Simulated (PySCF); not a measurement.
# C3H5F3Si: the cost of one run

The runs use PySCF 2.14.0, with density-fitted response routines of our own; the level of theory stands in each step. All values are computed, except where a source is named. Atoms count from 0, in the outputs and in this text.

## (1) Starting geometry

12 atoms, charge 0, multiplicity 1; geometry from: PBE0-D3(BJ)/def2-SVP.

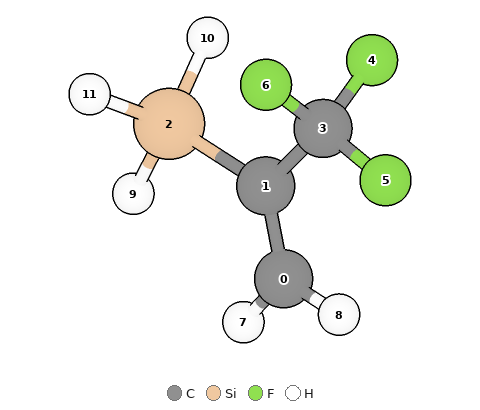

As it starts; carbon grey, silicon light orange, fluorine green, hydrogen white, atoms numbered; sticks join atoms by distance.

## (2) NMR shieldings: PBE0/6-31G*

Job settings and geometry (Å):

```
{"job": {"kind": "nmr", "xc": "PBE0", "basis": "6-31G*", "pop": true}, "charge": 0, "multiplicity": 1}
C     -0.637356     1.468144    -0.213568
C     -0.185918     0.224863    -0.017989
Si     1.631119    -0.224585    -0.267187
C     -1.136303    -0.853496     0.417091
F     -1.214034    -1.817849    -0.508042
F     -2.376462    -0.411476     0.636222
F     -0.711269    -1.433410     1.548143
H      0.030201     2.270635    -0.539225
H     -1.688966     1.726596    -0.055460
H      2.293179     0.971405    -0.864832
H      1.762076    -1.395828    -1.180710
H      2.273751    -0.557260     1.037578
```

Level: GIAO PBE0/6-31G* NMR shielding, non-relativistic, gas phase.

Run with:

```console
$ OMP_NUM_THREADS=1 python probes_run.py task.json out
```

One launch serves the whole session: the jobs run in the order shown.

Q: Estimate the wall time and peak memory of this first job on 1 thread of Arm Neoverse V1, shared host.

About 11 s, with a peak of 0.61 GiB.
